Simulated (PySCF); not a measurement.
**Co(NH2)2 (CoN2H4) (quartet): electronic structure in real space**

For Co(NH2)2 (CoN2H4) (quartet), the scripts below analyse its density (charges, bond critical points, surface potential) and measure its response to a uniform field.

Program: PySCF 2.14.0. Level of theory: levels as typed in each script, gas phase, geometry from GFN2-xTB. These are calculated values, not measurements.

### 1 Starting geometry

7 atoms, charge 0, spin multiplicity 4.

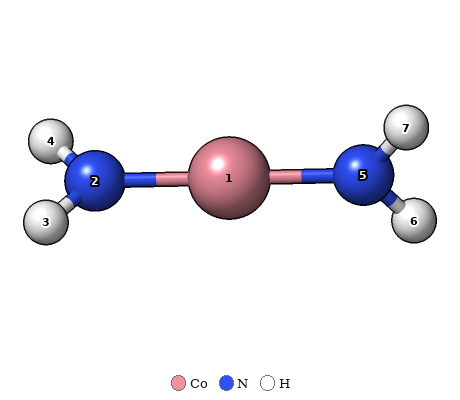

The structure; cobalt pink, nitrogen blue, hydrogen white; atoms are numbered from 1 in the order of the file.

Geometry (Å):

```
Co    0.00000    0.00033   -0.00033
N     1.76251   -0.00062    0.00036
H     2.37608    0.57083    0.57260
H     2.37626   -0.57091   -0.57087
N    -1.76252   -0.00062    0.00063
H    -2.37608    0.57267   -0.56977
H    -2.37626   -0.57276    0.57001
```

### 2 Density, bond paths and surface potential (r2SCAN/def2-tzvp)

input.py reads:

```python
import numpy as np
from pyscf import gto, scf, dft
from pyscf.scf import atom_ks, atom_hf
from scipy.linalg import block_diag

def solve(mol, dm0=None, hcore=None):
    mf = (dft.UKS if mol.spin else dft.RKS)(mol, xc='r2scan')
    mf.grids.level = 3
    mf = mf.density_fit(auxbasis='def2-universal-jkfit')
    mf.conv_tol, mf.max_cycle = 1e-8, 80
    if hcore is not None:
        mf.get_hcore = lambda *args: hcore
    mf.kernel(dm0)
    if not mf.converged:
        mf = mf.newton().run(mf.mo_coeff, mf.mo_occ, max_cycle=30)
    assert mf.converged, 'SCF not converged'
    return mf

mol = gto.M(atom='''
Co     0.00000     0.00033    -0.00033
N      1.76251    -0.00062     0.00036
H      2.37608     0.57083     0.57260
H      2.37626    -0.57091    -0.57087
N     -1.76252    -0.00062     0.00063
H     -2.37608     0.57267    -0.56977
H     -2.37626    -0.57276     0.57001
''', basis='def2-tzvp', charge=0, spin=3, verbose=4)
mf = solve(mol)
mf.analyze()
# spherically averaged free atoms, for the promolecule
atm = atom_ks.get_atm_nrks(mol, xc='r2scan')
pro = block_diag(*[(atm[a[0]][2] * atm[a[0]][3]) @ atm[a[0]][2].T for a in mol._atom])
np.savez('result.npz', e=mf.e_tot, c=mf.mo_coeff, occ=mf.mo_occ, eps=mf.mo_energy, pro=pro, dip=mf.dip_moment(verbose=0), s2=mf.spin_square()[0])
```

Command:

```
OMP_NUM_THREADS=1 python input.py
```

### 4 Response to an electric field (r2SCAN/def2-svpd)

input.py reads:

```python
import numpy as np
from pyscf import gto, scf, dft
from pyscf.scf import atom_ks, atom_hf
from scipy.linalg import block_diag

def solve(mol, dm0=None, hcore=None):
    mf = (dft.UKS if mol.spin else dft.RKS)(mol, xc='r2scan')
    mf.grids.level = 3
    mf = mf.density_fit(auxbasis='def2-universal-jkfit')
    mf.conv_tol, mf.max_cycle = 1e-8, 80
    if hcore is not None:
        mf.get_hcore = lambda *args: hcore
    mf.kernel(dm0)
    if not mf.converged:
        mf = mf.newton().run(mf.mo_coeff, mf.mo_occ, max_cycle=30)
    assert mf.converged, 'SCF not converged'
    return mf

mol = gto.M(atom='''
Co     0.00000     0.00033    -0.00033
N      1.76251    -0.00062     0.00036
H      2.37608     0.57083     0.57260
H      2.37626    -0.57091    -0.57087
N     -1.76252    -0.00062     0.00063
H     -2.37608     0.57267    -0.56977
H     -2.37626    -0.57276     0.57001
''', basis='def2-svpd', charge=0, spin=3, verbose=4)
field = np.array([0.0, 0.01, 0.0])  # atomic units
mol.set_common_orig(mol.atom_charges() @ mol.atom_coords() / mol.atom_charges().sum())
mf = solve(mol)
out = dict(dm0=mf.make_rdm1(), d0=mf.dip_moment(unit='AU'), e0=mf.e_tot)
for name, sign in (('p', 1), ('m', -1)):
    h = mf.get_hcore() + sign * np.einsum('x,xij->ij', field, mol.intor('int1e_r'))
    mi = solve(mol, mf.make_rdm1(), h)
    out.update({'dm' + name: mi.make_rdm1(), 'd' + name: mi.dip_moment(unit='AU'), 'e' + name: mi.e_tot})
# spherically averaged free atoms, for the promolecule
atm = atom_ks.get_atm_nrks(mol, xc='r2scan')
pro = block_diag(*[(atm[a[0]][2] * atm[a[0]][3]) @ atm[a[0]][2].T for a in mol._atom])
np.savez('result.npz', pro=pro, **out)
```

(Steps that only read results are left out.)

Before running it: what results should come out? Wanted: dipole moment; HOMO, LUMO; polarisability along the field.

The runs gave:

```
                                         quantity            value
                 dipole moment (r2SCAN/def2-tzvp)           0.00 D
                    HOMO, LUMO (r2SCAN/def2-tzvp)  -4.87, -3.29 eV
polarisability along the field (r2SCAN/def2-svpd)       46.1 bohr³
```

What this shows: At r2SCAN/def2-tzvp: The highest Hirshfeld charge is on Co1 (+0.37 e), the lowest on N2 and N5 (−0.37 e). All values hold at the given geometry, in the gas phase.
